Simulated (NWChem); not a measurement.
# C4H6S (SMILES C1=CSCC1): HF/6-31G(d) (spherical functions, tol2e 1e-08)

Aim: the vertical ionisation energy of C4H6S at HF/6-31G* (spherical functions, tol2e 1e-08), from 2 runs. 

The calculation is run with NWChem 7.3.0.

6 further runs of the same task are left out: 5 that didn't finish, 1 set aside as unsound or not needed.

## (1) Starting point

C4H6S has 11 atoms, charge 0, and is taken as a singlet. SMILES: `C1=CSCC1`. The shape is that of a PBE0-D4/def2-TZVP optimisation. This is one conformer, not always the lowest.

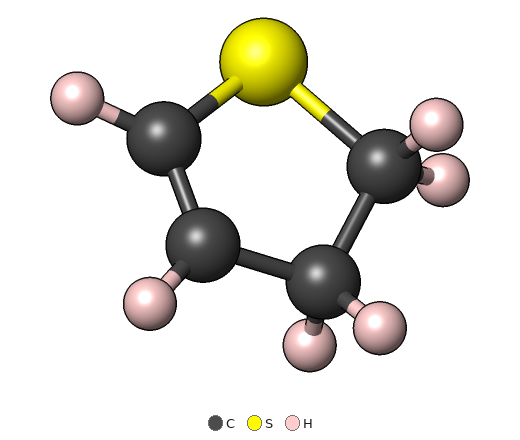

Viewed from a chosen angle; carbon dark grey, sulfur yellow, hydrogen pink.

## (2) The energy at HF/6-31G(d) (spherical functions, tol2e 1e-08)

test.nw reads:

```
start test
title "C4H6S"
memory stack 880 mb heap 220 mb global 1100 mb

geometry units angstrom noautosym nocenter noautoz
  C        0.280500       1.058200      -0.374100
  C        1.266700       0.759000       0.465700
  S        1.220700      -0.865500       1.112000
  C       -0.478300      -1.076400       0.485100
  C       -0.649000      -0.083500      -0.663200
  H        0.197200       2.015800      -0.873100
  H        2.082600       1.409500       0.751800
  H       -0.623300      -2.113100       0.183800
  H       -1.164400      -0.846900       1.303500
  H       -0.374400      -0.543900      -1.622300
  H       -1.692700       0.229900      -0.748800
end

basis "ao basis" spherical bse
  * library 6-31G*
end

scf
  singlet
  rhf
  thresh 1e-08
  maxiter 80
  tol2e 1e-08
  noprint "final vectors analysis"
end

task scf energy
```

Run with:

```sh
nwchem test.nw > test.out
```

What it wrote:

```text
[...]
  functions       =    86
[...]
  wavefunction    = RHF
[...]
         Total SCF energy =   -552.450536238045
      One-electron energy =  -1191.353626825057
      Two-electron energy =    420.741079078410
 Nuclear repulsion energy =    218.162011508602
        Time for solution =     17.7s
[...]
```

It took 19 s on 1 thread of AMD EPYC 9R14 (Zen 4), shared host; peak memory 0.097 GiB.

## (3) The doublet cation

test.nw reads:

```
start test
title "C4H6S"
memory total 2200 mb
charge 1
geometry noautosym nocenter noautoz
C     0.280500    1.058200   -0.374100
C     1.266700    0.759000    0.465700
S     1.220700   -0.865500    1.112000
C    -0.478300   -1.076400    0.485100
C    -0.649000   -0.083500   -0.663200
H     0.197200    2.015800   -0.873100
H     2.082600    1.409500    0.751800
H    -0.623300   -2.113100    0.183800
H    -1.164400   -0.846900    1.303500
H    -0.374400   -0.543900   -1.622300
H    -1.692700    0.229900   -0.748800
end
basis "ao basis" spherical bse
* library 6-31G*
end
scf
doublet
uhf
thresh 1e-08
maxiter 80
tol2e 1e-08
print low
end
task scf energy
```

Run with:

```sh
nwchem test.nw > test.out
```

What it wrote:

```text
[...]
  functions       =    86
[...]
  wavefunction    = UHF
[...]
         Total SCF energy =   -552.194151156313
      One electron energy =  -1180.135918781937
      Two electron energy =    409.779756117022
 Nuclear repulsion energy =    218.162011508602
                       Sz =      0.5000
                 Sz(Sz+1) =      0.7500
                      S^2 =      0.8605
[...]
```

It took 45 s on 1 thread of AMD EPYC 9R14 (Zen 4), shared host; peak memory 0.099 GiB.

## (4) Outcome

Level: HF/6-31G* (spherical functions, tol2e 1e-08).

| quantity | value |
| --- | --- |
| singlet C4H6S: total energy | -552.45054 Eh |
| singlet C4H6S: dipole moment | 1.83 D |
| doublet cation: total energy | -552.19415 Eh |
| doublet cation: ⟨S²⟩ | 0.861 |
| vertical ionisation energy (to the doublet cation) | 6.977 eV |

**Reading.** Removing an electron at fixed nuclei costs 6.98 eV (673 kJ/mol). ⟨S²⟩ (doublet cation) is 0.86 where a pure doublet has 0.75: the reference is spin-contaminated.
